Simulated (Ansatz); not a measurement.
**GeH2 (SMILES [H][Ge][H]) at PBE/STO-3G**

Aim: the electronic atomisation energy of GeH2 at PBE/STO-3G, from 3 runs. 

The calculation is run with Ansatz 0.2.0.

33 further runs of the same task are left out: 6 that didn't finish, 27 set aside as unsound or not needed.

## Step 1: Starting point

The species is GeH2 (3 atoms), meant as a singlet with charge 0. As SMILES, `[H][Ge][H]`. Geometry: a GFN2-xTB relaxation, a rough one for these elements and not checked as a minimum.

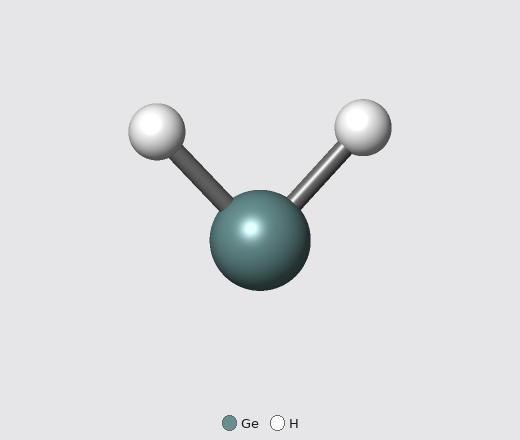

Viewed from a chosen angle; germanium teal, hydrogen white.

## Step 2: A single-point energy at PBE/STO-3G

Contents of input.yaml:

```yaml
crystal:
  periodic: [false, false, false]
  atoms:
    - {symbol: Ge, position_ang: [0.004590, -0.009050, -0.781020]}
    - {symbol: H, position_ang: [1.098840, -0.017820, 0.398440]}
    - {symbol: H, position_ang: [-1.103430, 0.026870, 0.382580]}
basis:
  gaussian: {orbitals: STO-3G}
hamiltonian: {xc: pbe}
accuracy: high
```

Run with:

```
$ ansatz run input.yaml --threads 1 --pin off --max-ram 2610MiB --events-out events.jsonl --progress --plain --runs-dir runs
```

The program printed:

```text
Warning: RAYON_NUM_THREADS=1 ignored (pool sized by the plan → 1); use --threads N
Functional definition: PBE
  name "PBE"
  parameter kappa = 0.804
  parameter beta = 0.06672455060314922
  exchange = pbe_x(kappa = kappa, mu = beta*pi^2/3)
  correlation = pbe_c(beta = beta)
235 factors; integrals over basis functions are off by at most 1.3e-8 eV
mean field evaluation 1: about -55782.0849 eV, gradient 1.8e2 eV
mean field evaluation 2: about -55865.7965 eV, gradient 5.9e1 eV
mean field evaluation 4: about -55839.7571 eV, gradient 6.1e1 eV
mean field evaluation 8: about -55839.2406 eV, gradient 6.3e1 eV
mean field evaluation 16: about -55885.0489 eV, gradient 6.8e-4 eV
mean field evaluation 32: about -55837.3399 eV, gradient 1.2e2 eV
mean field evaluation 64: about -55874.2740 eV, gradient 5.7e1 eV
mean field -55885.05239536 eV, -2053.7377952806 hartree, gradient 1.2e-8 eV, S^2 0.000000; 6 other end points of the search recorded, 0 dependent functions left out
reference -55885.05239690 eV, -2053.7377953372 hartree; 17, 17 occupied and 3, 3 virtual orbitals, 235 factors
Total energy: -55885.05239690 eV, -2053.7377953372 hartree
```

Wall time 1.6 s (1 thread of Arm Neoverse V1, shared host).

## Step 3: The Ge atom, same level

Contents of molecule.yaml:

```yaml
crystal:
  periodic: [false, false, false]
  atoms:
    - {symbol: Ge, position_ang: [0.000000, 0.000000, 0.000000]}
basis:
  gaussian:
    orbitals: STO-3G
accuracy: high
magnetization:
  spin_polarized: true
  initial_magnetization: 2
hamiltonian:
  xc: {name: PBE}
```

Run the same way, it converges to -2052.47375 Eh (log not shown).

## Step 4: The H atom, same level

Contents of input.yaml:

```yaml
crystal:
  periodic: [false, false, false]
  atoms:
    - {symbol: H, position_ang: [0.000000, 0.000000, 0.000000]}
basis:
  gaussian:
    orbitals: STO-3G
total_charge: 0
magnetization:
  spin_polarized: true
  initial_magnetization: 1
hamiltonian:
  xc: {name: PBE}
accuracy: high
```

Run with:

```
$ ansatz run input.yaml --threads 1 --pin off --max-ram 2610MiB --events-out events.jsonl --progress --plain --runs-dir runs
```

The program printed (excerpt; [...] marks lines left out):

```text
Warning: RAYON_NUM_THREADS=1 ignored (pool sized by the plan → 1); use --threads N
[... 6 set-up lines as earlier in the session ...]
1 factors; integrals over basis functions are off by at most 4.6e-10 eV
mean field evaluation 1: about -12.6363 eV, gradient 0.0e0 eV
mean field evaluation 2: about -12.6363 eV, gradient 0.0e0 eV
mean field -12.63630448 eV, -0.4643756244 hartree, gradient 0.0e0 eV, S^2 0.750000; 0 other end points of the search recorded, 0 dependent functions left out
reference -12.63630558 eV, -0.4643756647 hartree; 1, 0 occupied and 0, 1 virtual orbitals, 1 factors
Total energy: -12.63630558 eV, -0.4643756647 hartree
```

Run time: 0.08 s. Hardware: 1 thread of Arm Neoverse V1, shared host.

## Step 5: Summary of results

At PBE/STO-3G:

| quantity | value |
| --- | --- |
| molecule: total energy | -2053.73780 Eh |
| Ge atom: total energy | -2052.47375 Eh |
| Ge atom: ⟨S²⟩ | 2.285 |
| H atom: total energy | -0.46438 Eh |
| H atom: ⟨S²⟩ | 0.750 |
| electronic atomisation energy | 9.124 eV |

In words: Taking the molecule apart into free atoms costs 9.12 eV (880 kJ/mol), before zero-point energy and without spin-orbit coupling. In a minimal basis such a difference can be off by several eV, whatever the method. ⟨S²⟩ (Ge atom) is 2.28 where a pure triplet has 2.00: the reference is spin-contaminated.
